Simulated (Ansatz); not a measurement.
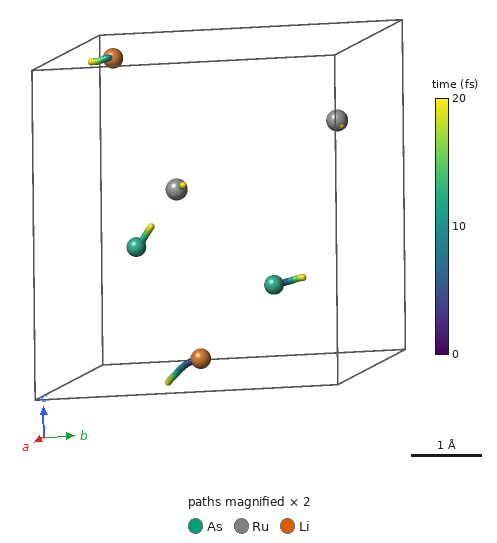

First-principles dynamics of an amorphous cell of composition LiAsRu (6 atoms in the cell), 20 fs long. Dots mark each atom's position at evenly spaced times, coloured by time; spheres stand at the starting positions. The excursions are magnified 2 times. Seen slightly off an axis in the simulation cell.

Method: Ansatz 0.2.0, DFT, PAW plane waves, PBE. Settings: plane-wave cutoff 420 eV; k-point mesh 3 × 3 × 3; Fermi-Dirac smearing 0.1 eV; Langevin thermostat (NVT); set temperature 1200 K; time step 1 fs.

Input
```yaml
crystal:
  lattice:
    - [4.576442, -0.078384, 0.208586]
    - [-0.072628, 4.413058, -0.104325]
    - [0.006212, 0.443398, 4.758935]
  atoms:
    - { symbol: As, position: [0.209487, 0.161883, 0.372403] }
    - { symbol: As, position: [0.419956, 0.662494, 0.25654] }
    - { symbol: Ru, position: [0.776676, 0.423932, 0.595475] }
    - { symbol: Ru, position: [0.497824, 0.89362, 0.752851] }
    - { symbol: Li, position: [0.933504, 0.533481, 0.093657] }
    - { symbol: Li, position: [0.005353, 0.044869, 0.928665] }
kpoints:
  mp_grid: { grid: [3, 3, 3] }
magnetization:
  spin_polarized: false
scf:
  occupations: { method: fermi_dirac, width: 0.1 }
hamiltonian:
  pseudopotentials: { kind: paw }
  xc: pbe
basis:
  ecutwfc: 420
md:
  timestep: 1.0
  n_steps: 20
  ensemble: nvt_langevin
  temperature: 1200.0
  initial_velocities: maxwell_boltzmann
  seed: 438815
```

Command:
```bash
ansatz run input.yaml --threads 2 --pin off --max-ram 2560MiB --backend cpu --events-out ev --progress --plain --runs-dir out
```

### What do the traces tell about the motion?

In the second half of the run the atoms are, in the root-mean-square, this far from where they began (common drift taken out): Li 0.21 Å, As 0.15 Å, Ru 0.07 Å. The run lasts only 20 fs, too short to tell vibration from diffusion.

Limits of the set-up: the k-point mesh is coarse for a cell with partly filled bands; the periodic images lie only 4.4 Å apart, so the values are limited by the cell's size.

Cost: 82 s on 2 threads of Arm Neoverse N1, with other jobs on the host, peak memory 0.5 GiB.
